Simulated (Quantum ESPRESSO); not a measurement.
# Voltage at the next charge: Mg(0001), 4 layers against an electrode

How the rows were computed: Quantum ESPRESSO 7.5, PBE, GBRV ultrasoft; ESM with bc3, a metal electrode 5.98 Å above the top atoms; cell area 8.924 Å²; ions fixed. V is the potential energy of an electron at the electrode over the slab's Fermi level, divided by e, so that it equals the work function at zero charge; positive charge removes electrons.

| charge (e a cell) | V (V) |
| --- | --- |
| 0 | 3.778 |
| 0.0134 | 4.887 |
| 0.0268 | 6.020 |

**Question.** What is V at a charge of 0.0535 e, and what capacitance do the rows imply?

By hand: The last two rows give dV/dq = (6.020 − 4.887)/(0.0268 − 0.0134) = 84.6 V/e, so C = 1602/(8.924 × 84.6) = 2.12 µF/cm², an effective gap of 8.854/2.12 = 4.17 Å. At constant C, V = 6.020 + 84.6 × 0.0267 = 8.28 V.

**The withheld run.** V = 8.332 V; the estimate misses by −0.05 V, 2.4 % of the step. Over the three intervals C goes 2.17, 2.12 and 2.07 µF/cm²: it falls as electrons leave, the surface charge drawing back towards the atoms.

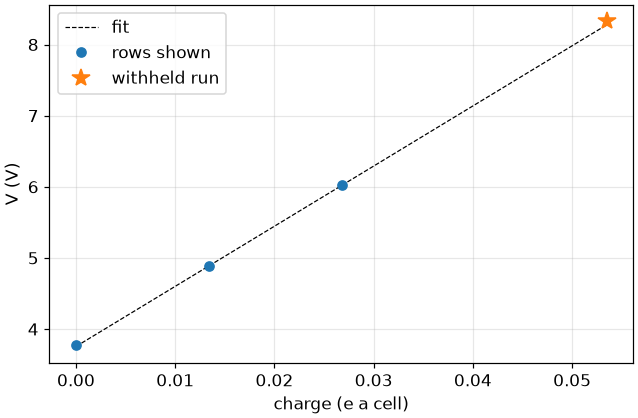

The rows shown, the fit and the withheld run.

Caveats: Vacuum fills the gap; a dielectric or electrolyte would change C. The slab is thin.
